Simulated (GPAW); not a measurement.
Band structure of SnSb (Fm-3m, 2 atoms in the cell).

```xyz
2
Lattice="0.0000 3.0693 3.0693 3.0693 0.0000 3.0693 3.0693 3.0693 0.0000" Properties=species:S:1:pos:R:3 pbc="T T T"
Sn     3.0693     3.0693     3.0693
Sb     0.0000     0.0000     0.0000
```

Computed with PBEsol, GPAW PAW datasets PBEsol (made by gpaw-setup) (plane waves; GPAW).

Settings: mode = pw; ecut = 550 eV; xc = PBEsol; kpts = 12 12 12; mesh shift (steps) = 0 0 0; occupations.name = fermi-dirac; occupations.width = 0.1 eV; nbands = -6; symmetry.symmorphic = false; symmetry.tolerance = 0.0005; maxiter = 150; bandpath_npoints = 40.

The starting cell comes from a database of computed structures (which also holds hypothetical and non-ambient phases and stackings), without a prior relaxation at this level. Spin-orbit coupling is off.

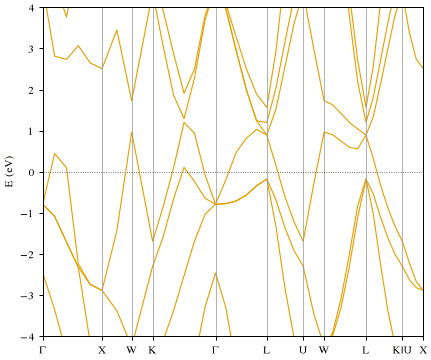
*Bands along the path, energies from the Fermi level.*

Levels in eV from the Fermi level, bands 12 to 18:
```
point     12     13     14     15    16    17    18
-----  -----  -----  -----  -----  ----  ----  ----
Γ      -2.46  -0.79  -0.79  -0.79  4.52  4.52  4.52
X      -5.54  -5.13  -2.89  -2.89  2.51  6.76  6.76
W      -6.97  -4.25  -4.25   0.97  1.72  5.64  5.64
K      -6.99  -4.67  -2.30  -1.69  4.36  4.49  5.25
L      -8.05  -0.18  -0.18   0.89  0.89  1.20  1.57
U      -6.99  -4.67  -2.30  -1.69  4.36  4.49  5.25
```

Bands cross the Fermi level along this path, so the cell is metallic at this level.
